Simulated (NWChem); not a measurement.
# doublet GeH3Cl+ at 6 levels

Wanted: a comparison of 6 runs (U-wB97X/def2-TZVP, UM06-2X/def2-TZVP, UB2PLYP/def2-TZVP, UB3LYP/def2-TZVP, UBHLYP/def2-TZVP, UCAM-B3LYP/def2-TZVP) of doublet GeH3Cl+. 

The results are computed with NWChem 7.3.0.

## 1. The structure to begin with

The species is GeH3Cl+ (5 atoms), meant as a doublet with charge +1. SMILES of the parent species: `[Cl][GeH3]`. The shape is that of a PBE0-D4/def2-TZVP optimisation. That shape belongs to the parent species and isn't relaxed for this state.

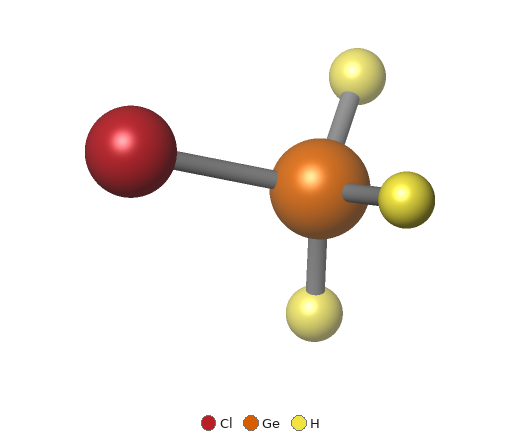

Viewed from a chosen angle; chlorine red, germanium orange, hydrogen yellow.

## 2. The energy at U-wB97X/def2-TZVP (run 1)

clgeh3.nw reads:

```
start clgeh3
memory total 2200 mb
charge 1

geometry units bohr noautosym nocenter noautoz
 Cl -3.54474826 -0.04743213  1.21188136
 Ge  0.30575769 -0.02626719 -0.11451740
 H   0.30311207  1.24003828 -2.71761514
 H   1.16974047 -2.78488939 -0.26569549
 H   1.86043537  1.47946658  1.80790098
end

basis "ao basis" spherical bse
 * library def2-TZVP
end

dft
 xc wb97x
 mult 2
 grid fine
 convergence energy 1e-08
 maxiter 100
 mulliken
 print low
end

task dft energy
```

Run with:

```console
nwchem clgeh3.nw > clgeh3.out
```

Output:

```text
[...]
 d= 0,ls=0.0,diis     1  -2538.3008428976 -2.71D+03  7.45D-03  2.84D+00    14.2
[...]
 d= 0,ls=0.0,diis    14  -2538.6739673977 -7.91D-09  3.15D-07  2.22D-10   194.0
[...]
         Total DFT energy =    -2538.673967397735
      One electron energy =    -3869.502074811312
           Coulomb energy =     1262.574854817723
    Exchange-Corr. energy =     -108.140569558523
 Nuclear repulsion energy =      176.393822154376
[...]
      Total Density - Mulliken Population Analysis
     ---------------------------------------------
    Atom       Charge   Shell Charges
 -----------   ------   -------------------------------------------------------
    1 Cl  17    16.70   2.01  0.43  1.52  1.19  0.80  4.19  1.67  1.09  2.75  1.01  0.01  0.03  0.00
    2 Ge  32    31.84   2.00  2.00  1.17  0.79  0.92  0.50  5.98  4.46  1.54  1.48  0.78  8.84  1.09  0.14  0.12  0.03
    3 H    1     0.84   0.23  0.52  0.08  0.01
    4 H    1     0.83   0.22  0.52  0.08  0.01
    5 H    1     0.79   0.22  0.50  0.06  0.01
[...]
      <S2> =      0.7577 (Exact =     0.7500)
[...]
```

Wall time 3.2 min (1 thread of Intel Xeon Platinum 8259CL at 2.50GHz (Skylake/Cascade Lake), shared host); peak memory 0.12 GiB.

## 3. A single-point energy at UM06-2X/def2-TZVP (run 2)

calc.nw reads:

```
START calc
TITLE "ClGeH3 M06-2X"
memory stack 880 mb heap 220 mb global 1100 mb
charge 1
GEOMETRY units angstrom noautosym nocenter noautoz
  Cl   -1.875800   -0.025100    0.641300
  Ge    0.161800   -0.013900   -0.060600
  H     0.160400    0.656200   -1.438100
  H     0.619000   -1.473700   -0.140600
  H     0.984500    0.782900    0.956700
END
BASIS "ao basis" spherical bse
  * library def2-TZVP
END
DFT
  xc m06-2x
  mult 2
  grid fine
  convergence energy 1e-08
  iterations 100
  mulliken
  print low
END
TASK dft energy
```

Run with:

```console
nwchem calc.nw > calc.out
```

Output:

```text
[...]
 d= 0,ls=0.0,diis     1  -2538.2746825387 -2.71D+03  7.52D-03  2.73D+00    13.4
[...]
 d= 0,ls=0.0,diis    13  -2538.6107927110 -7.86D-09  3.23D-07  8.70D-10   103.2
[...]
         Total DFT energy =    -2538.610792710985
      One electron energy =    -3870.116097349669
           Coulomb energy =     1263.263023731313
    Exchange-Corr. energy =     -108.151553790246
 Nuclear repulsion energy =      176.393834697617
[...]
      Total Density - Mulliken Population Analysis
     ---------------------------------------------
    Atom       Charge   Shell Charges
 -----------   ------   -------------------------------------------------------
    1 Cl  17    16.76   2.01  0.43  1.53  1.19  0.81  4.20  1.66  1.10  2.72  1.08  0.01  0.03  0.00
    2 Ge  32    31.77   2.00  2.00  1.15  0.81  0.85  0.56  5.98  4.44  1.55  1.42  0.77  8.91  1.06  0.11  0.12  0.03
    3 H    1     0.84   0.23  0.53  0.07  0.01
    4 H    1     0.83   0.23  0.53  0.07  0.01
    5 H    1     0.79   0.22  0.51  0.06  0.01
[...]
      <S2> =      0.7588 (Exact =     0.7500)
[...]
```

Wall time 1.7 min (1 thread of Intel Xeon Platinum 8259CL at 2.50GHz (Skylake/Cascade Lake), shared host); peak memory 0.12 GiB.

Run 3 isn't shown in full; the table further down has it.

## 4. The energy at UB3LYP/def2-TZVP (run 4)

m1.nw reads:

```
start m1
memory 2200 mb
charge 1

geometry noautosym nocenter noautoz
Cl    -1.875800    -0.025100     0.641300
Ge     0.161800    -0.013900    -0.060600
H      0.160400     0.656200    -1.438100
H      0.619000    -1.473700    -0.140600
H      0.984500     0.782900     0.956700
end

basis spherical bse
* library def2-TZVP
end

dft
xc b3lyp
mult 2
grid fine
convergence energy 1e-08
maxiter 100
mulliken
end

task dft energy
```

Run with:

```console
nwchem m1.nw > m1.out
```

Output:

```text
[...]
          Wavefunction type:  spin polarized.
          No. of atoms     :     5
          No. of electrons :    51
[...]
          Charge           :     1
          Spin multiplicity:     2
[...]
          AO basis - number of functions:   103
[...]
              XC Information
              --------------
                         B3LYP Method XC Potential
                     Hartree-Fock (Exact) Exchange  0.200
                        Slater Exchange Functional  0.800 local
                    Becke 1988 Exchange Functional  0.720 non-local
              Lee-Yang-Parr Correlation Functional  0.810
                  VWN I RPA Correlation Functional  0.190 local
[...]
 d= 0,ls=0.0,diis     1  -2538.3315633986 -2.71D+03  8.45D-03  2.88D+00     8.0
[...]
 d= 0,ls=0.0,diis    13  -2538.7052738949 -3.44D-09  1.27D-07  2.95D-10    80.1
[...]
         Total DFT energy =    -2538.705273894909
      One electron energy =    -3869.576358786423
           Coulomb energy =     1262.638209784001
    Exchange-Corr. energy =     -108.160959590103
 Nuclear repulsion energy =      176.393834697617
[...]
      Total Density - Mulliken Population Analysis
     ---------------------------------------------
    Atom       Charge   Shell Charges
 -----------   ------   -------------------------------------------------------
    1 Cl  17    16.78   2.01  0.43  1.52  1.21  0.78  4.19  1.67  1.11  2.72  1.10  0.01  0.03  0.00
    2 Ge  32    31.72   2.00  2.00  1.17  0.78  0.97  0.47  5.98  4.45  1.55  1.45  0.69  8.84  1.10  0.13  0.10  0.03
    3 H    1     0.85   0.23  0.52  0.10  0.01
    4 H    1     0.85   0.23  0.51  0.10  0.01
    5 H    1     0.80   0.22  0.49  0.08  0.01
[...]
      <S2> =      0.7565 (Exact =     0.7500)
[...]
```

Run time: 81 s. Hardware: 1 thread of Intel Xeon Platinum 8259CL at 2.50GHz (Skylake/Cascade Lake), shared host; peak memory 0.12 GiB.

Run 5 isn't shown in full; the table further down has it.

## 5. The energy at UCAM-B3LYP/def2-TZVP (run 6)

m1.nw reads:

```
start m1
memory total 2200 mb
charge 1

geometry units au noautosym nocenter noautoz
Cl    -3.54474826    -0.04743213     1.21188136
Ge     0.30575769    -0.02626719    -0.11451740
H      0.30311207     1.24003828    -2.71761514
H      1.16974047    -2.78488939    -0.26569549
H      1.86043537     1.47946658     1.80790098
end

basis spherical bse
* library def2-TZVP
end

dft
xc xcamb88 1.00 lyp 0.81 vwn_5 0.19 hfexch 1.00
cam 0.33 cam_alpha 0.19 cam_beta 0.46
mult 2
grid fine
convergence energy 1e-08
direct
maxiter 100
mulliken
print medium
end

task dft energy
```

Run with:

```console
nwchem m1.nw > m1.out
```

Output:

```text
[...]
          Wavefunction type:  spin polarized.
          No. of atoms     :     5
          No. of electrons :    51
[...]
          Charge           :     1
          Spin multiplicity:     2
[...]
          AO basis - number of functions:   103
[...]
              XC Information
              --------------
                     Hartree-Fock (Exact) Exchange  1.000
                   CAM-Becke88 Exchange Functional  1.000
                      VWN V Correlation Functional  0.190 local
              Lee-Yang-Parr Correlation Functional  0.810
[...]
 d= 0,ls=0.0,diis     1  -2538.3911556004 -2.71D+03  7.79D-03  2.89D+00    15.9
[...]
 d= 0,ls=0.0,diis    14  -2538.7665383517 -1.05D-09  1.95D-07  1.00D-10   190.8
[...]
         Total DFT energy =    -2538.766538351661
      One electron energy =    -3869.443923150461
           Coulomb energy =     1262.500622560435
    Exchange-Corr. energy =     -108.217059916012
 Nuclear repulsion energy =      176.393822154376
[...]
      Total Density - Mulliken Population Analysis
     ---------------------------------------------
    Atom       Charge   Shell Charges
 -----------   ------   -------------------------------------------------------
    1 Cl  17    16.73   2.01  0.43  1.52  1.20  0.78  4.19  1.67  1.11  2.70  1.08  0.01  0.03  0.00
    2 Ge  32    31.80   2.00  2.00  1.17  0.79  0.95  0.48  5.98  4.46  1.54  1.48  0.74  8.84  1.10  0.13  0.11  0.03
    3 H    1     0.84   0.23  0.51  0.10  0.01
    4 H    1     0.84   0.23  0.51  0.10  0.01
    5 H    1     0.80   0.22  0.49  0.08  0.01
[...]
      <S2> =      0.7586 (Exact =     0.7500)
[...]
```

It took 3.2 min on 1 thread of Intel Xeon Platinum 8259CL at 2.50GHz (Skylake/Cascade Lake), shared host; peak memory 0.12 GiB.

## 6. The series

| run | level | frozen core orbitals | energy (Eh) | ⟨S²⟩ | wall time |
| --- | --- | --- | --- | --- | --- |
| 1 | U-wB97X/def2-TZVP | – | -2538.673967 | 0.758 | 3.2 min |
| 2 | UM06-2X/def2-TZVP | – | -2538.610793 | 0.759 | 1.7 min |
| 3 | UB2PLYP/def2-TZVP | 14 | -2538.128694 | 0.761 | 93 s |
| 4 | UB3LYP/def2-TZVP | – | -2538.705274 | 0.756 | 81 s |
| 5 | UBHLYP/def2-TZVP | – | -2538.614761 | 0.760 | 97 s |
| 6 | UCAM-B3LYP/def2-TZVP | – | -2538.766538 | 0.759 | 3.2 min |

## 7. Outcome

```
                                 quantity           value
                      run 6: total energy  -2538.76654 Eh
run 6: HOMO energy (highest over α and β)       -16.92 eV
 run 6: LUMO energy (lowest over α and β)       -12.54 eV
                              run 6: ⟨S²⟩           0.759
```

Totals of different functionals can't be ranked against each other. All runs together took 13 min, the longest 3.2 min.
